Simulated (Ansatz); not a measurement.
# Run report: SiH₄OF₂, frequency calculation

SiH₄OF₂, computed with RKS PBE0-D4/def2-SVP (Ansatz 0.2.0).

It belongs to a series of runs on one base structure; here: vibrations at the highest image of the band. Figures and captions count atoms from 1; the log counts them from 0 in places.

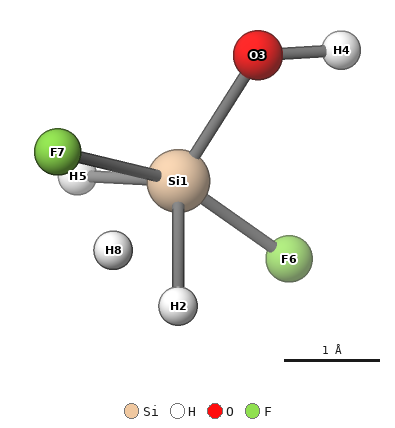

Figure 1. The input geometry (ball-and-stick view, seen at a tilt; atoms are numbered from 1 in the order of the input).

**The input**
```yaml
crystal:
  periodic: [false, false, false]
  atoms:
    - { symbol: Si, position_ang: [0.211763, 0.199533, -0.013467] }
    - { symbol: H, position_ang: [-0.181885, -0.10556, 1.595063] }
    - { symbol: O, position_ang: [1.760025, -0.13643, -0.456782] }
    - { symbol: H, position_ang: [1.837938, -0.986651, -0.903963] }
    - { symbol: H, position_ang: [-0.658091, 1.125127, -0.757497] }
    - { symbol: F, position_ang: [-0.523005, -1.234836, -0.327797] }
    - { symbol: F, position_ang: [0.839685, 1.624767, 1.048764] }
    - { symbol: H, position_ang: [0.290969, 0.762151, 1.663478] }
basis:
  gaussian: { orbitals: def2-SVP }
hamiltonian:
  xc: pbe0
  dispersion: d4
phonons: {}
```

Run on 1 thread of Arm Neoverse V2, 24 GiB of memory available, shared host.

Launched with:
```bash
ansatz run input.yaml --threads 1 --pin off --max-ram 2048MiB --backend cpu --events-out ev --progress --plain --runs-dir out
```

**The program's output**
```
Engine: ansatz 0.2.0, aarch64-unknown-linux-gnu
Functional definition: PBE0
  parameter a = 0.25
  parameter kappa = 0.804
  parameter beta = 0.06672455060314922
  exchange = (1 - a)*pbe_x(kappa = kappa, mu = beta*pi^2/3) + a*exact_x
  correlation = pbe_c(beta = beta)
811 factors; integrals over basis functions are off by at most 3.3e-4 eV
mean field evaluation 1: about -15400.8757 eV, gradient 5.6e1 eV
mean field evaluation 2: about -15393.7792 eV, gradient 8.5e1 eV
mean field evaluation 4: about -15405.8585 eV, gradient 3.3e0 eV
mean field evaluation 8: about -15405.8820 eV, gradient 7.1e-2 eV
mean field -15405.88197129 eV, -566.1557199629 hartree, gradient 1.5e-5 eV, S^2 0.000000; 0 other end points of the search recorded, 0 dependent functions left out
the calculation of the forces begins
reference -15405.88199126 eV, -566.1557206969 hartree; 22, 22 occupied and 58, 58 virtual orbitals, 811 factors
these checks for a lower state are left out or cut short: stability, starts, cluster_reference, orbital_swaps, neighbouring_geometries, increment
811 factors; integrals over basis functions are off by at most 3.3e-4 eV
mean field evaluation 16: about -15405.8751 eV, gradient 2.0e-1 eV
mean field -15405.88179685 eV, -566.1557135524 hartree, gradient 1.0e-6 eV, S^2 0.000000; 0 other end points of the search recorded, 0 dependent functions left out
[... from here on the field's lines of each further geometry are left out, up to the last ...]
the calculation of the forces begins
reference -15405.88196024 eV, -566.1557195571 hartree; 22, 22 occupied and 58, 58 virtual orbitals, 811 factors
these checks for a lower state are left out or cut short: stability, starts, cluster_reference, orbital_swaps, neighbouring_geometries, increment
811 factors; integrals over basis functions are off by at most 3.3e-4 eV
mean field -15405.88193294 eV, -566.1557185537 hartree, gradient 1.1e-6 eV, S^2 0.000000; 0 other end points of the search recorded, 0 dependent functions left out
the calculation of the forces begins
reference -15405.88195291 eV, -566.1557192875 hartree; 22, 22 occupied and 58, 58 virtual orbitals, 811 factors
WARN: phonons: modes at or below zero, which the zero-point energy, F, S and C_V leave out: 1, the lowest at -1000.00 cm⁻¹. A minimum has none, and a first-order saddle one
Total energy: -15405.97638405 eV, -566.1591895680 hartree
Atom 0 at     0.211763     0.199533    -0.013467 Å, force    -0.005852    -0.001009    -0.001178 eV/Å
Atom 1 at    -0.181885    -0.105560     1.595063 Å, force    -0.000039     0.000191    -0.000035 eV/Å
Atom 2 at     1.760025    -0.136430    -0.456782 Å, force     0.008651     0.002951     0.000665 eV/Å
Atom 3 at     1.837938    -0.986651    -0.903963 Å, force    -0.005245    -0.001428     0.000256 eV/Å
Atom 4 at    -0.658091     1.125127    -0.757497 Å, force     0.001001    -0.001616     0.001545 eV/Å
Atom 5 at    -0.523005    -1.234836    -0.327797 Å, force     0.000965     0.000777    -0.000239 eV/Å
Atom 6 at     0.839685     1.624767     1.048764 Å, force     0.002637     0.004405    -0.002251 eV/Å
Atom 7 at     0.290969     0.762151     1.663478 Å, force    -0.002119    -0.004272     0.001237 eV/Å
Dipole moment:    -0.058251    -0.153747     0.051692 e Å
Vibrations: -1000.00 230.63 291.43 325.95 441.97 479.64 651.71 775.60 837.76 930.51 949.18 1025.87 1173.39 1212.99 1914.91 2133.46 2344.57 3909.61 cm⁻¹, zero-point energy 1.216854 eV
```

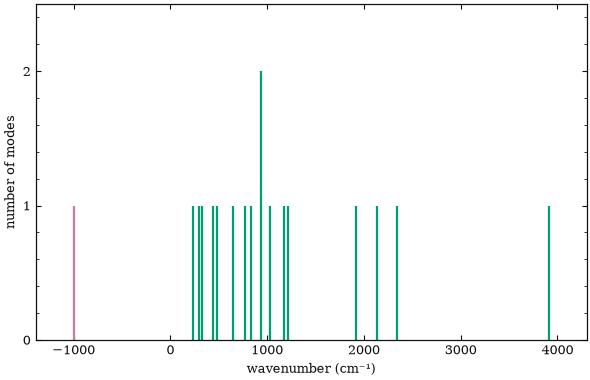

Figure 2. Harmonic vibrational wavenumbers from the force constants; neighbouring modes closer than 22 cm⁻¹ are counted in one stick, and imaginary ones are drawn at negative wavenumbers. 18 modes from 1000i to 3910 cm⁻¹, 1 imaginary beyond 8i (1000i cm⁻¹): a first-order saddle point, if the geometry is stationary.

**Key numbers**

- outcome: converged
- total energy: −15405.9764 eV
- mean-field energy: −15405.8820 eV
- largest force (length of the vector): 0.009 eV/Å
- wall time: 69 s
- peak memory: 0.15 GiB
